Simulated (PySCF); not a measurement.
# [BiCl3]2+: other spin states, a change of charge and excitations

How does [BiCl3]2+ respond at fixed geometry? The runs cover other spin states, a change of charge and excitations. The species was built from a template and needn't be a known compound.

Method: TPSS, Bi def2-SVP with ECP60, Cl def2-SVP; scalar-relativistic core potentials, no spin–orbit coupling; program: PySCF 2.14.0.

4 further runs of the same task are left out: 2 for a known fault of the program, 1 that didn't finish, 1 set aside as unsound or not needed.

### Step 1. Starting geometry

4 atoms, charge 2, spin multiplicity 1.

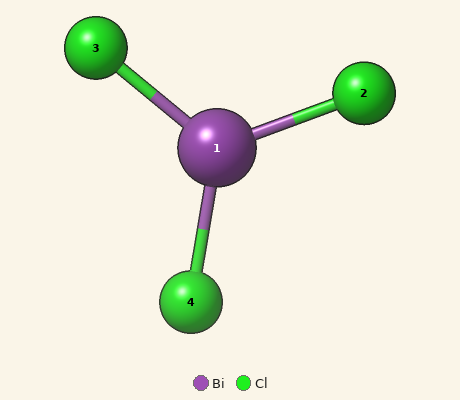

The structure; bismuth purple, chlorine green; atoms are numbered from 1 in the order of the file.

As a file:

```xyz
4

Bi    0.0000    0.0000   -0.3513
Cl    2.3868    0.0000   -0.3521
Cl   -1.1933    2.0670   -0.3521
Cl   -1.1934   -2.0670   -0.3521
```

Formal oxidation states: Bi +5. An earlier session relaxed this geometry at TPSS, Bi def2-SVP with ECP60, Cl def2-SVP (singlet, point group D3h).

Its energy there is -1593.957682 Eh.

### Step 2. Multiplicity 3 at the relaxed geometry

Input file run.py (the lines that set the calculation):

```python
mol = gto.M(atom='''
Bi     0.00000     0.00000    -0.35125
Cl     2.38675    -0.00003    -0.35214
Cl    -1.19335     2.06700    -0.35214
Cl    -1.19340    -2.06697    -0.35214''',
    basis={'Bi': 'def2-SVP', 'Cl': 'def2-SVP'},
    ecp={'Bi': 'def2-SVP'},
    charge=2, spin=2)
mf = dft.UKS(mol, xc='TPSS')
mf.grids.atom_grid = (50, 194)
mf = mf.density_fit()  # fitting sets: Bi def2-universal-JKFIT, Cl def2-universal-JKFIT
mf.conv_tol = 1e-08; mf.max_cycle = 55
mf.kernel(dm0)  # dm0: free metal ions and neutral atoms
```

Started as:

```sh
> OMP_NUM_THREADS=2 python run.py
```

Output:

```text
init E= -1609.81989599367
cycle= 1 E= -1591.57867230805  delta_E= 18.2  |g|= 1.88  |ddm|= 3.66
cycle= 2 E= -1587.72411230145  delta_E= 3.85  |g|= 2.98  |ddm|= 5.39
cycle= 3 E= -1593.7746496436  delta_E= -6.05  |g|= 0.426  |ddm|= 3.41
cycle= 4 E= -1593.50425071664  delta_E= 0.27  |g|= 0.698  |ddm|= 1.64
cycle= 5 E= -1593.78978529781  delta_E= -0.286  |g|= 0.378  |ddm|=  1.5
cycle= 6 E= -1593.84803082279  delta_E= -0.0582  |g|= 0.283  |ddm|= 1.08
cycle= 7 E= -1593.92522702594  delta_E= -0.0772  |g|= 0.0513  |ddm|= 0.662
cycle= 8 E= -1593.82445051843  delta_E= 0.101  |g|= 0.321  |ddm|= 0.725
cycle= 9 E= -1593.92617729778  delta_E= -0.102  |g|= 0.0422  |ddm|= 0.635
cycle= 10 E= -1593.92691482617  delta_E= -0.000738  |g|= 0.0313  |ddm|= 0.0602
cycle= 11 E= -1593.92727222845  delta_E= -0.000357  |g|= 0.0243  |ddm|= 0.0256
cycle= 12 E= -1593.92744202884  delta_E= -0.00017  |g|= 0.0201  |ddm|= 0.0346
cycle= 13 E= -1593.92769788968  delta_E= -0.000256  |g|= 0.0112  |ddm|= 0.0233
cycle= 14 E= -1593.92780734771  delta_E= -0.000109  |g|= 0.00224  |ddm|= 0.0178
cycle= 15 E= -1593.92780856438  delta_E= -1.22e-06  |g|= 0.00189  |ddm|= 0.00119
cycle= 16 E= -1593.92781171619  delta_E= -3.15e-06  |g|= 0.00031  |ddm|= 0.00345
cycle= 17 E= -1593.92781179757  delta_E= -8.14e-08  |g|= 6.67e-05  |ddm|= 0.000481
cycle= 18 E= -1593.92781179876  delta_E= -1.2e-09  |g|= 5.38e-05  |ddm|= 4.12e-05
Extra cycle  E= -1593.92780979292  delta_E= 2.01e-06  |g|= 0.00148  |ddm|= 0.00307
SCF not converged.
init E= -1609.81989599367
...
  HOMO = -0.684622899688  LUMO = -0.606816269799  gap/eV = 2.11723
cycle= 6 E= -1593.92781068758  delta_E= -1.1e-05  |g|= 0.000479  |ddm|= 0.00525
  HOMO = -0.684643182117  LUMO = -0.606821365526  gap/eV = 2.11764
cycle= 7 E= -1593.9278108791  delta_E= -1.92e-07  |g|= 0.000846  |ddm|= 0.0021
  HOMO = -0.684631871711  LUMO = -0.606810613005  gap/eV = 2.11762
cycle= 8 E= -1593.92781112607  delta_E= -2.47e-07  |g|= 0.000804  |ddm|= 0.00141
  HOMO = -0.684631387639  LUMO = -0.606810432419  gap/eV = 2.11762
cycle= 9 E= -1593.92781128929  delta_E= -1.63e-07  |g|= 0.00074  |ddm|= 0.000987
  HOMO = -0.684639058522  LUMO = -0.606818644053  gap/eV = 2.11760
cycle= 10 E= -1593.92781168481  delta_E= -3.96e-07  |g|= 0.000306  |ddm|= 0.000931
  HOMO = -0.684638556381  LUMO = -0.606819466472  gap/eV = 2.11757
cycle= 11 E= -1593.92781176939  delta_E= -8.46e-08  |g|= 0.000128  |ddm|= 0.000481
  HOMO = -0.684637279239  LUMO = -0.606819214313  gap/eV = 2.11754
cycle= 12 E= -1593.9278117909  delta_E= -2.15e-08  |g|= 3.51e-05  |ddm|= 0.000295
  HOMO = -0.68463755855  LUMO = -0.606819310396  gap/eV = 2.11754
cycle= 13 E= -1593.92781179604  delta_E= -5.14e-09  |g|= 1.77e-05  |ddm|= 0.000185
Extra cycle  E= -1593.92781141159  delta_E= 3.84e-07  |g|= 0.000657  |ddm|= 0.00156
SCF not converged.
macro= 0  E= -1593.92781180099  delta_E= -3.89394e-07  |g|= 0.000656534  1 KF 3 JK
macro= 1  E= -1593.92781180099  delta_E= 4.54747e-13  |g|= 2.29932e-05  1 KF 2 JK
macro X = 2  E=-1593.92781180099  |g|= 2.29932e-05  total 3 KF 8 JK
converged SCF energy = -1593.92781180099  <S^2> = 2.0059165  2S+1 = 3.0039418
```

It took 15 s on 2 threads of Arm Neoverse V2, shared host.

It gives: E = -1593.927812 Eh (+0.813 eV from the relaxed state), HOMO -18.63 eV, LUMO -19.23 eV (over both spins), ⟨S²⟩ = 2.006, Mulliken charge on Bi1 +1.30 e. An empty level of one spin lies below a filled level of the other.

### Step 3. One electron removed, multiplicity 2

run.py (the lines that set the calculation), as its differences from that of step 2:

```diff
@@ -7,3 +7,3 @@
     ecp={'Bi': 'def2-SVP'},
-    charge=2, spin=2)
+    charge=3, spin=1)
 mf = dft.UKS(mol, xc='TPSS')
@@ -12,2 +12,2 @@
 mf.conv_tol = 1e-08; mf.max_cycle = 55
-mf.kernel(dm0)  # dm0: free metal ions and neutral atoms
+mf.kernel(dm0)  # dm0: the density of the relaxed state
```

Started as:

```sh
> OMP_NUM_THREADS=2 python run.py
```

Output:

```text
init E= -1593.96171807568
  HOMO = -0.719609292888  LUMO = -0.7149991634  gap/eV = 0.12545
cycle= 1 E= -1593.12016132293  delta_E= 0.842  |g|= 0.162  |ddm|= 0.756
  HOMO = -0.965615664784  LUMO = -0.95796395141  gap/eV = 0.20821
cycle= 2 E= -1593.11658911843  delta_E= 0.00357  |g|= 0.175  |ddm|= 0.448
  HOMO = -0.937103181039  LUMO = -0.92956941246  gap/eV = 0.20500
cycle= 3 E= -1593.11565557715  delta_E= 0.000934  |g|= 0.154  |ddm|= 0.434
  HOMO = -0.930364142106  LUMO = -0.922598933402  gap/eV = 0.21130
cycle= 4 E= -1593.01267855264  delta_E= 0.103  |g|= 0.362  |ddm|= 0.834
  HOMO = -0.936580307853  LUMO = -0.927357671851  gap/eV = 0.25096
cycle= 5 E= -1593.13547669507  delta_E= -0.123  |g|= 0.00924  |ddm|= 0.647
  HOMO = -0.93477110076  LUMO = -0.926153425992  gap/eV = 0.23450
cycle= 6 E= -1593.1152482473  delta_E= 0.0202  |g|= 0.153  |ddm|= 0.29
  HOMO = -0.936035280146  LUMO = -0.926704062416  gap/eV = 0.25392
cycle= 7 E= -1593.13545441885  delta_E= -0.0202  |g|= 0.0106  |ddm|= 0.273
  HOMO = -0.935972288355  LUMO = -0.926622668065  gap/eV = 0.25442
cycle= 8 E= -1593.13549796767  delta_E= -4.35e-05  |g|= 0.00784  |ddm|= 0.00883
  HOMO = -0.936014493176  LUMO = -0.926635062467  gap/eV = 0.25523
cycle= 9 E= -1593.1355383766  delta_E= -4.04e-05  |g|= 0.00372  |ddm|= 0.00777
  HOMO = -0.936046766758  LUMO = -0.926657950453  gap/eV = 0.25548
cycle= 10 E= -1593.13554732249  delta_E= -8.95e-06  |g|= 0.00177  |ddm|= 0.00364
  HOMO = -0.936047113702  LUMO = -0.926656460721  gap/eV = 0.25553
...
  HOMO = -0.936045003295  LUMO = -0.826654011198  gap/eV = 2.97668
cycle= 20 E= -1593.13554994859  delta_E= 2.37e-09  |g|= 0.00015  |ddm|= 0.000198
  HOMO = -0.936047445903  LUMO = -0.826654068455  gap/eV = 2.97675
cycle= 21 E= -1593.13554994522  delta_E= 3.37e-09  |g|= 0.000176  |ddm|= 0.000136
  HOMO = -0.936048410235  LUMO = -0.826653939615  gap/eV = 2.97678
cycle= 22 E= -1593.13554994671  delta_E= -1.49e-09  |g|= 0.000177  |ddm|= 0.000104
  HOMO = -0.936048905233  LUMO = -0.826654957354  gap/eV = 2.97676
cycle= 23 E= -1593.13554995319  delta_E= -6.48e-09  |g|= 0.000158  |ddm|= 8.01e-05
  HOMO = -0.936046793117  LUMO = -0.826653687464  gap/eV = 2.97674
cycle= 24 E= -1593.13554996097  delta_E= -7.79e-09  |g|= 0.000128  |ddm|= 7.12e-05
  HOMO = -0.936047488486  LUMO = -0.826653881768  gap/eV = 2.97675
cycle= 25 E= -1593.135549965  delta_E= -4.02e-09  |g|= 0.000112  |ddm|= 7.19e-05
  HOMO = -0.936047873063  LUMO = -0.826653994376  gap/eV = 2.97676
cycle= 26 E= -1593.135549968  delta_E= -3e-09  |g|= 9.79e-05  |ddm|= 6.05e-05
  HOMO = -0.936023234737  LUMO = -0.926653636589  gap/eV = 0.25496
Extra cycle  E= -1593.13554421537  delta_E= 5.75e-06  |g|= 0.00259  |ddm|= 0.00494
SCF not converged.
  HOMO = -0.935482560057  LUMO = -0.926532016554  gap/eV = 0.24356
macro= 0  E= -1593.13554997694  delta_E= -5.76157e-06  |g|= 0.00259381  1 KF 4 JK
macro= 1  E= -1593.13554997698  delta_E= -3.5925e-11  |g|= 3.25283e-05  1 KF 2 JK
macro X = 2  E=-1593.13554997698  |g|= 3.25283e-05  total 3 KF 9 JK
converged SCF energy = -1593.13554997698  <S^2> = 0.75289337  2S+1 = 2.0028913
```

Wall time 17 s (2 threads of Arm Neoverse V2, shared host).

Read off: E = -1593.135550 Eh (+22.371 eV from the relaxed state), HOMO -25.47 eV, LUMO -25.22 eV (over both spins), ⟨S²⟩ = 0.753, Mulliken charge on Bi1 +1.49 e. 

### Step 4. One electron added, multiplicity 2

run.py (the lines that set the calculation), as its differences from that of step 3:

```diff
@@ -7,3 +7,3 @@
     ecp={'Bi': 'def2-SVP'},
-    charge=3, spin=1)
+    charge=1, spin=1)
 mf = dft.UKS(mol, xc='TPSS')
```

Started as:

```sh
> OMP_NUM_THREADS=2 python run.py
```

Output:

```text
init E= -1593.96149994208
  HOMO = -0.681869668145  LUMO = -0.677282703771  gap/eV = 0.12482
cycle= 1 E= -1594.51638755443  delta_E= -0.555  |g|= 0.16  |ddm|= 1.32
  HOMO = -0.437766627373  LUMO = -0.415235903748  gap/eV = 0.61309
cycle= 2 E= -1594.52387095049  delta_E= -0.00748  |g|= 0.123  |ddm|= 0.486
  HOMO = -0.464792855009  LUMO = -0.440789854388  gap/eV = 0.65315
cycle= 3 E= -1594.53019291154  delta_E= -0.00632  |g|= 0.0391  |ddm|= 0.186
  HOMO = -0.466482378355  LUMO = -0.441866374971  gap/eV = 0.66984
cycle= 4 E= -1594.53117377034  delta_E= -0.000981  |g|= 0.0156  |ddm|= 0.0818
  HOMO = -0.467249565256  LUMO = -0.441963713846  gap/eV = 0.68806
cycle= 5 E= -1594.53132726237  delta_E= -0.000153  |g|= 0.00216  |ddm|= 0.0183
  HOMO = -0.467374900436  LUMO = -0.441857727759  gap/eV = 0.69436
cycle= 6 E= -1594.5313293346  delta_E= -2.07e-06  |g|= 0.000978  |ddm|= 0.00372
  HOMO = -0.467380364229  LUMO = -0.441801221  gap/eV = 0.69604
cycle= 7 E= -1594.53132885219  delta_E= 4.82e-07  |g|= 0.00124  |ddm|= 0.0034
  HOMO = -0.467381540768  LUMO = -0.441766973709  gap/eV = 0.69701
cycle= 8 E= -1594.53133011309  delta_E= -1.26e-06  |g|= 8.94e-05  |ddm|= 0.00206
  HOMO = -0.467381542333  LUMO = -0.441760772965  gap/eV = 0.69718
cycle= 9 E= -1594.53133011969  delta_E= -6.6e-09  |g|= 2.77e-06  |ddm|= 0.000145
  HOMO = -0.467381865725  LUMO = -0.441760948766  gap/eV = 0.69718
Extra cycle  E= -1594.5313301197  delta_E= -5.91e-12  |g|= 3.71e-06  |ddm|= 1.23e-05
converged SCF energy = -1594.5313301197  <S^2> = 0.75337881  2S+1 = 2.003376
```

Run time: 2.1 s. Hardware: 2 threads of Arm Neoverse V2, shared host.

Result: E = -1594.531330 Eh (-15.610 eV from the relaxed state), HOMO -12.72 eV, LUMO -12.02 eV (over both spins), ⟨S²⟩ = 0.753, Mulliken charge on Bi1 +1.15 e. 

### Step 5. Singlet excitations, Tamm-Dancoff PBE0

run.py (the lines that set the calculation), as its differences from that of step 4:

```diff
@@ -7,4 +7,4 @@
     ecp={'Bi': 'def2-SVP'},
-    charge=1, spin=1)
-mf = dft.UKS(mol, xc='TPSS')
+    charge=2, spin=0)
+mf = dft.RKS(mol, xc='PBE0')
 mf.grids.atom_grid = (50, 194)
```

Started as:

```sh
> OMP_NUM_THREADS=2 python run.py
```

Output:

```text
init E= -1593.48080258389
  HOMO = -0.765248869007153  LUMO = -0.656589954327941  gap/eV = 2.95676
cycle= 1 E= -1593.48365866756  delta_E= -0.00286  |g|= 0.0208  |ddm|= 0.203
  HOMO = -0.764162857945542  LUMO = -0.656596352161586  gap/eV = 2.92703
cycle= 2 E= -1593.48349253616  delta_E= 0.000166  |g|= 0.0314  |ddm|= 0.0669
  HOMO = -0.765178445993345  LUMO = -0.656521821125558  gap/eV = 2.95670
cycle= 3 E= -1593.48381961385  delta_E= -0.000327  |g|= 0.0028  |ddm|= 0.047
  HOMO = -0.765035306923107  LUMO = -0.656350678773137  gap/eV = 2.95746
cycle= 4 E= -1593.48382188406  delta_E= -2.27e-06  |g|= 0.000568  |ddm|= 0.00388
  HOMO = -0.76501465054938  LUMO = -0.656303690304966  gap/eV = 2.95818
cycle= 5 E= -1593.48382198519  delta_E= -1.01e-07  |g|= 0.000183  |ddm|= 0.000862
  HOMO = -0.765006279623809  LUMO = -0.65629807742522  gap/eV = 2.95810
cycle= 6 E= -1593.48382199006  delta_E= -4.88e-09  |g|= 0.000136  |ddm|= 0.000426
  HOMO = -0.765004648879643  LUMO = -0.656297715217733  gap/eV = 2.95807
cycle= 7 E= -1593.48382199724  delta_E= -7.18e-09  |g|= 1.15e-05  |ddm|= 0.000212
  HOMO = -0.76500701366088  LUMO = -0.656300169188661  gap/eV = 2.95806
Extra cycle  E= -1593.48382199717  delta_E= 7.32e-11  |g|= 1.78e-05  |ddm|= 4.12e-05
converged SCF energy = -1593.48382199717
```

Run time: 12 s. Hardware: 2 threads of Arm Neoverse V2, shared host.

Result: E = -1593.483822 Eh, HOMO -20.82 eV, LUMO -17.86 eV, Mulliken charge on Bi1 +1.37 e. 

Singlet excitations:

```
state  energy (eV)  oscillator strength
    1         1.58               0.0000
    2         1.70               0.0000
    3         1.70               0.0000
    4         1.92               0.0078
    5         1.92               0.0078
    6         2.52               0.0039
    7         3.72               0.0000
    8         3.91               0.0000
```

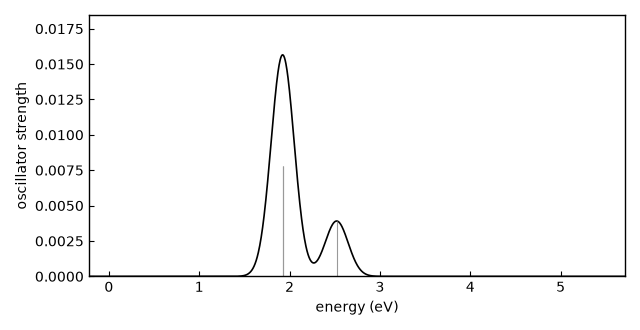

Absorption from the eight lowest singlets. Lines are broadened to a width of 0.30 eV (Gaussian).

### Step 6. Results

| state | energy from the relaxed state (eV) | ⟨S²⟩ | time |
| --- | --- | --- | --- |
| charge +2, singlet, vacuum (relaxed) | 0 | 0.00 |  |
| charge +1, doublet, vacuum | -15.61 | 0.75 | 2.1 s |
| charge +2, triplet, vacuum | 0.81 | 2.01 | 15 s |
| charge +3, doublet, vacuum | 22.37 | 0.75 | 17 s |

An electron taken off or put on is at rest in vacuum. 

In the excitation run (PBE0), the lowest singlet lies at 1.58 eV (gaps between orbitals at other levels can't be set against it), and the brightest of the eight at 1.92 eV (f = 0.008); spin–orbit coupling would mix in triplets. Removing an electron vertically costs 22.37 eV (doublet), against −HOMO = 19.52 eV. Adding an electron vertically releases 15.61 eV (doublet). The triplet lies 0.81 eV above at this geometry. These are double-zeta-type bases without diffuse functions. Spin–orbit coupling is left out.
